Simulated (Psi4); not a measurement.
**triplet C2HClFIn at 4 levels**

We compute a comparison of 4 runs (U-wB97X/def2-SVP, UB3LYP/def2-SVP, UCAM-B3LYP/def2-SVP, UM06-2X/def2-SVP) of triplet C2HClFIn. 

The calculation is run with Psi4 1.11.

2 further runs of the same task are left out: 2 set aside as unsound or not needed. Runs told in other sessions of the task aren't counted.

## Step 1: The molecule

C2HClFIn has 6 atoms, charge 0, and is taken as a triplet. SMILES of the parent species: `C#[C][In]([F])[Cl]`. The shape is that of a PBE0-D4/def2-TZVP optimisation. That shape belongs to the parent species and isn't relaxed for this state.

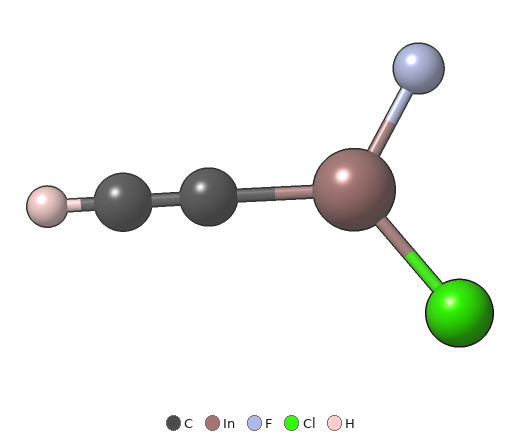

Viewed from a chosen angle; carbon dark grey, indium brown, fluorine light blue, chlorine green, hydrogen pink.

## Step 2: The energy at U-wB97X/def2-SVP (core potential) (run 1)

Contents of c2hclfin.json:

```json
{
 "schema_name": "qcschema_input",
 "schema_version": 1,
 "molecule": {
  "schema_name": "qcschema_molecule",
  "schema_version": 2,
  "symbols": ["C", "C", "In", "F", "Cl", "H"],
  "geometry": [2.05658894, 0.6430738, 3.21404619, 0.8294008, 0.22695611, 1.3392489, -1.23928239, -0.44540845, -1.86081331, -3.35161825, -3.41397922, -2.12348525, -1.43468007, 1.98326757, -5.44411199, 3.13977996, 1.00609019, 4.87530443],
  "molecular_charge": 0,
  "molecular_multiplicity": 3,
  "fix_symmetry": "c1"
 },
 "driver": "energy",
 "model": {
  "method": "wb97x",
  "basis": "def2-SVP"
 },
 "keywords": {
  "reference": "uks",
  "puream": true,
  "e_convergence": 1e-09,
  "d_convergence": 1e-08,
  "scf_type": "pk",
  "dft_radial_points": 99,
  "dft_spherical_points": 590,
  "maxiter": 100
 }
}
```

Run with:

```sh
$ psi4 --qcschema c2hclfin.json -n 1 --memory 2200MB
```

stdout:

```text
[...]
    !!!  WARNING: ECP capability is in beta. Please check occupations closely.  !!!
[...]
  Running in c1 symmetry.
[...]
  Nuclear repulsion =  274.588230522929621
[...]
  Multiplicity = 3
[...]
  Nalpha       = 31
  Nbeta        = 29
[...]
    Number of basis functions: 91
[...]
   @UKS iter   1:  -826.01210670528258   -1.28754e+00   8.76733e-03 ADIIS/DIIS
[...]
   @UKS iter  28:  -826.50994719001960   -2.20552e-11   4.26975e-09 DIIS
[...]
   @S^2 Observed:                2.005933250E+00
[...]
    Orbital Energies [Eh]
    ---------------------
    Alpha Occupied:
       1A   -101.453323     2A    -24.673225     3A    -10.355208
       4A    -10.343196     5A     -9.525679     6A     -7.291662
       7A     -7.285263     8A     -7.284656     9A     -4.815085
      10A     -3.229862    11A     -3.223494    12A     -3.221252
      13A     -1.196320    14A     -0.977823    15A     -0.953722
      16A     -0.920687    17A     -0.916500    18A     -0.914280
      19A     -0.908258    20A     -0.879908    21A     -0.716518
      22A     -0.604824    23A     -0.531204    24A     -0.505816
      25A     -0.485463    26A     -0.466110    27A     -0.462647
      28A     -0.442793    29A     -0.419606    30A     -0.412362
      31A     -0.230795
[...]
  @UKS Final Energy:  -826.50994719001960
   => Energetics <=
    Nuclear Repulsion Energy =            274.5882305229296207
    One-Electron Energy =               -1759.5010130585283150
    Two-Electron Energy =                 706.9186511054605262
    DFT Exchange-Correlation Energy =     -48.5158157598815194
    Empirical Dispersion Energy =           0.0000000000000000
    VV10 Nonlocal Energy =                  0.0000000000000000
    Total Energy =                       -826.5099471900196022
  UHF NO Occupations:
  HONO-2 :   29  A 1.9985647
  HONO-1 :   30  A 1.0000000
[...]
 Multipole Moments:
 ------------------------------------------------------------------------------------
     Multipole            Electronic (a.u.)      Nuclear  (a.u.)        Total (a.u.)
 ------------------------------------------------------------------------------------
 L = 1.  Multiply by 2.5417464519 to convert [e a0] to [Debye]
 Dipole X            :         -6.3141084            7.4796576            1.1655493
 Dipole Y            :        -10.2200909           10.7658490            0.5457581
 Dipole Z            :          0.9865272            0.5966822            1.5832093
 Magnitude           :                                                    2.0403207
[...]
```

The result, in JSON:

```text
{
 "driver": "energy",
 "model": {
  "method": "wb97x",
  "basis": "def2-SVP"
 },
 "success": true,
 "return_result": -826.5099471900196,
 "properties": {
  "calcinfo_nbasis": 91,
  "calcinfo_nmo": 91,
  "calcinfo_nalpha": 31,
  "calcinfo_nbeta": 29,
  "calcinfo_natom": 6,
  "nuclear_repulsion_energy": 274.5882305229296,
  "return_energy": -826.5099471900196,
  "scf_one_electron_energy": -1759.5010130585283,
  "scf_two_electron_energy": 706.9186511054605,
  "scf_xc_energy": -48.51581575988152,
  "scf_dipole_moment": [1.1655492517381845, 0.5457580837240421, 1.5832093224232948],
  "scf_total_energy": -826.5099471900196,
  "scf_iterations": 28
 }
}
```

Wall time 26 s (1 thread of Intel Xeon 6975P-C (Granite Rapids), shared host); peak memory 1 GiB.

## Step 3: The energy at UB3LYP/def2-SVP (core potential) (run 2)

Contents of run.py:

```python
import psi4

psi4.set_memory('2200 MB')
psi4.set_num_threads(1)
psi4.set_output_file('psi4.out', False)

mol = psi4.geometry("""
0 3
C      1.088300     0.340300     1.700800
C      0.438900     0.120100     0.708700
In    -0.655800    -0.235700    -0.984700
F     -1.773600    -1.806600    -1.123700
Cl    -0.759200     1.049500    -2.880900
H      1.661500     0.532400     2.579900
symmetry c1
""")

options = {'basis': 'def2-SVP', 'reference': 'uks', 'puream': True, 'e_convergence': 1e-09, 'd_convergence': 1e-08, 'scf_type': 'pk', 'dft_radial_points': 99, 'dft_spherical_points': 590, 'maxiter': 100}
psi4.set_options(options)

energy_value, wavefunction = psi4.energy('B3LYP', return_wfn=True)
psi4.oeprop(wavefunction, 'DIPOLE', 'LOWDIN_CHARGES', 'QUADRUPOLE')
print('E =', round(energy_value, 9))
```

Run with:

```sh
$ python run.py
```

psi4.out:

```text
[...]
    !!!  WARNING: ECP capability is in beta. Please check occupations closely.  !!!
[...]
  Running in c1 symmetry.
[...]
  Nuclear repulsion =  274.588230394353843
[...]
  Multiplicity = 3
[...]
  Nalpha       = 31
  Nbeta        = 29
[...]
    Number of basis functions: 91
[...]
   @UKS iter   1:  -825.87820322410857   -6.06470e-01   1.07236e-02 ADIIS/DIIS
[...]
   @UKS iter  23:  -826.59992485346311   -9.32232e-12   5.23442e-09 DIIS
[...]
   @S^2 Observed:                2.004448565E+00
[...]
    Orbital Energies [Eh]
    ---------------------
    Alpha Occupied:
       1A   -101.486218     2A    -24.614830     3A    -10.273997
       4A    -10.268321     5A     -9.440152     6A     -7.206715
       7A     -7.200915     8A     -7.200013     9A     -4.702228
      10A     -3.108930    11A     -3.104812    12A     -3.102392
      13A     -1.072781    14A     -0.853047    15A     -0.830543
      16A     -0.800662    17A     -0.795976    18A     -0.793513
      19A     -0.787755    20A     -0.758885    21A     -0.605310
      22A     -0.493399    23A     -0.422788    24A     -0.398820
      25A     -0.381034    26A     -0.357788    27A     -0.355043
      28A     -0.339524    29A     -0.316489    30A     -0.309499
      31A     -0.151995
[...]
  @UKS Final Energy:  -826.59992485346311
   => Energetics <=
    Nuclear Repulsion Energy =            274.5882303943538432
    One-Electron Energy =               -1759.6652908186201785
    Two-Electron Energy =                 712.4188813149206680
    DFT Exchange-Correlation Energy =     -53.9417457441173553
    Empirical Dispersion Energy =           0.0000000000000000
    VV10 Nonlocal Energy =                  0.0000000000000000
    Total Energy =                       -826.5999248534631079
  UHF NO Occupations:
  HONO-2 :   29  A 1.9988101
  HONO-1 :   30  A 1.0000000
[...]
 Multipole Moments:
 ------------------------------------------------------------------------------------
     Multipole            Electronic (a.u.)      Nuclear  (a.u.)        Total (a.u.)
 ------------------------------------------------------------------------------------
 L = 1.  Multiply by 2.5417464519 to convert [e a0] to [Debye]
 Dipole X            :         -6.2416738            7.4796576            1.2379839
 Dipole Y            :        -10.1547953           10.7658489            0.6110536
 Dipole Z            :          1.0437585            0.5966822            1.6404408
 Magnitude           :                                                    2.1440701
 L = 2.  Multiply by 1.3450342976 to convert [e a0^2] to [Debye ang]
 Quadrupole XX       :       -184.8631199          148.3920535          -36.4710664
 Quadrupole XY       :        -81.7571598           79.6296779           -2.1274820
[...]
```

On the terminal:

```text
E = -826.599924853
```

It took 20 s on 1 thread of Intel Xeon 6975P-C (Granite Rapids), shared host; peak memory 0.95 GiB.

Run 3 isn't shown in full; the table further down has it.

## Step 4: Energy and forces at UM06-2X/def2-SVP (core potential) (run 4)

Contents of job.dat:

```
memory 2200 MB

molecule m {
  0 3
  C      1.088300     0.340300     1.700800
  C      0.438900     0.120100     0.708700
  In    -0.655800    -0.235700    -0.984700
  F     -1.773600    -1.806600    -1.123700
  Cl    -0.759200     1.049500    -2.880900
  H      1.661500     0.532400     2.579900
  units angstrom
  symmetry c1
}

set {
  basis                def2-SVP
  reference            uks
  puream               true
  e_convergence        1e-09
  d_convergence        1e-08
  scf_type             pk
  dft_radial_points    99
  dft_spherical_points 590
  maxiter              100
}

gradient('m06-2x')
```

Run with:

```sh
$ psi4 job.dat job.out -n 1
```

job.out (excerpt; [...] marks lines left out):

```text
[...]
    !!!  WARNING: ECP capability is in beta. Please check occupations closely.  !!!
[...]
  Running in c1 symmetry.
[...]
  Nuclear repulsion =  274.588230394353843
[...]
  Multiplicity = 3
[...]
  Nalpha       = 31
  Nbeta        = 29
[...]
    Number of basis functions: 91
[...]
   @UKS iter   1:  -825.79424054285198   -9.75589e-01   9.44456e-03 ADIIS/DIIS
[...]
   @UKS iter  25:  -826.37484882259150   -3.20597e-11   8.92916e-09 DIIS
[...]
   @S^2 Observed:                2.005474178E+00
[...]
  @UKS Final Energy:  -826.37484882259150
   => Energetics <=
    Nuclear Repulsion Energy =            274.5882303943538432
    One-Electron Energy =               -1759.5106158435955876
    Two-Electron Energy =                 690.4558825055133866
    DFT Exchange-Correlation Energy =     -31.9083458788631020
    Empirical Dispersion Energy =           0.0000000000000000
    VV10 Nonlocal Energy =                  0.0000000000000000
    Total Energy =                       -826.3748488225915025
  UHF NO Occupations:
  HONO-2 :   29  A 1.9988271
  HONO-1 :   30  A 1.0000000
[...]
 Multipole Moments:
 ------------------------------------------------------------------------------------
     Multipole            Electronic (a.u.)      Nuclear  (a.u.)        Total (a.u.)
 ------------------------------------------------------------------------------------
 L = 1.  Multiply by 2.5417464519 to convert [e a0] to [Debye]
 Dipole X            :         -6.1882416            7.4796576            1.2914161
 Dipole Y            :        -10.1503040           10.7658489            0.6155449
 Dipole Z            :          1.1432148            0.5966822            1.7398971
 Magnitude           :                                                    2.2525303
[...]
  -Total Gradient:
     Atom            X                  Y                   Z
    ------   -----------------  -----------------  -----------------
       1       -0.107823844365    -0.036223170371    -0.165132221616
       2        0.103980303241     0.034702477626     0.159550025194
       3        0.001983551043     0.003821972078    -0.001090151032
       4        0.005622035510     0.009219403661    -0.001043550490
       5       -0.000497415472    -0.010257194595     0.012515507196
       6       -0.003108006645    -0.001081887366    -0.004729655985
[...]
```

Wall time 44 s (1 thread of Intel Xeon 6975P-C (Granite Rapids), shared host); peak memory 1.1 GiB.

## Step 5: All runs side by side

```tsv
run	level	task	energy (Eh)	dipole moment (D)	HOMO energy (eV)	⟨S²⟩	wall time
1	U-wB97X/def2-SVP (core potential)	energy	-826.509947	5.19	-6.28	2.006	26 s
2	UB3LYP/def2-SVP (core potential)	energy	-826.599925	5.45	-4.14	2.004	20 s
3	UCAM-B3LYP/def2-SVP (core potential)	energy	-826.442441	5.35	-5.45	2.005	27 s
4	UM06-2X/def2-SVP (core potential)	gradient	-826.374849	5.73	-5.12	2.005	44 s
```

## Step 6: What came out

| quantity | value |
| --- | --- |
| run 4: total energy | -826.37485 Eh |
| run 4: dipole moment | 5.73 D |
| run 4: HOMO energy (highest over α and β) | -5.12 eV |
| run 4: ⟨S²⟩ | 2.005 |
| run 4: largest force on an atom | 10.311 eV/Å |

In words: The dipole moment (its size) runs from 5.19 D (U-wB97X/def2-SVP) to 5.73 D (UM06-2X/def2-SVP). Totals of different functionals can't be ranked against each other. All runs together took 1.9 min, the longest 44 s.
